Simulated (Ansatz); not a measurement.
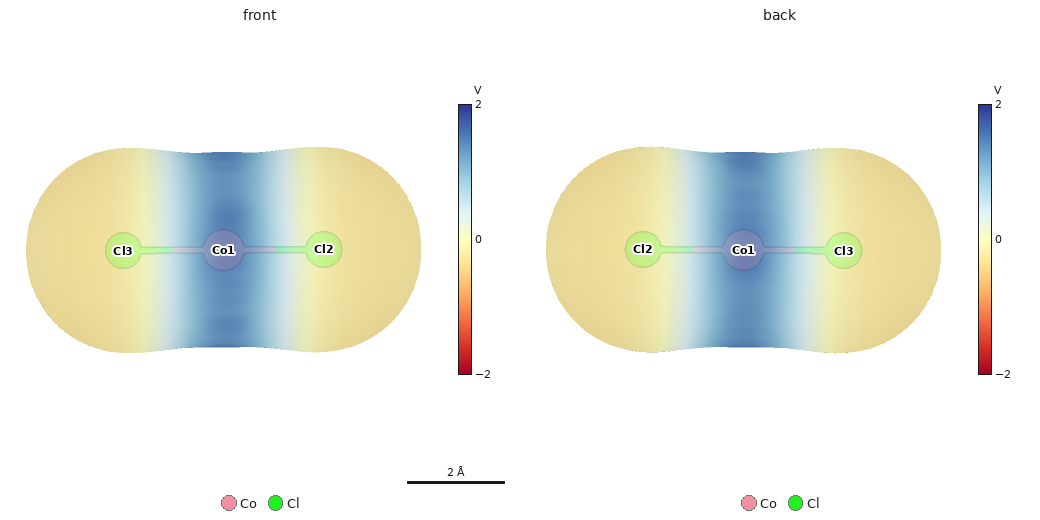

Figure 1: Cl$_{2}$Co (CoCl2) (quartet). The molecular electrostatic potential painted on the density surface at 0.001 e/bohr³, seen from the front and from behind; red is negative and blue positive.

Geometry: PBE0-D4/def2-TZVP.

Method: UKS PBE0-D4/def2-TZVP (Ansatz 0.2.0).

Input

```
crystal:
  periodic: [false, false, false]
  atoms:
    - {symbol: Co, position_ang: [0.000056, 0.000035, -0.000002]}
    - {symbol: Cl, position_ang: [-0.015993, -0.020064, 2.088686]}
    - {symbol: Cl, position_ang: [0.015928, 0.020030, -2.088693]}
basis:
  gaussian: {orbitals: def2-TZVP, initial_orbitals: start.molden}
magnetization: {spin_polarized: true, initial_magnetization: 3}
hamiltonian: {xc: pbe0, dispersion: d4}
output: {forces: true, orbitals: {seedname: orbitals}}
```

Command:

```sh
ansatz run in.yaml --threads 2 --pin off --events-out ev --progress --plain --max-ram 4352MiB
```

### Which sites attract a positive test charge, and which a negative one?

A positive charge is drawn to the negative regions and a negative charge to the positive ones. The most negative region (about −0.3 V) lies over Cl2 and Cl3, the most positive (about +1.5 V) over Co1.
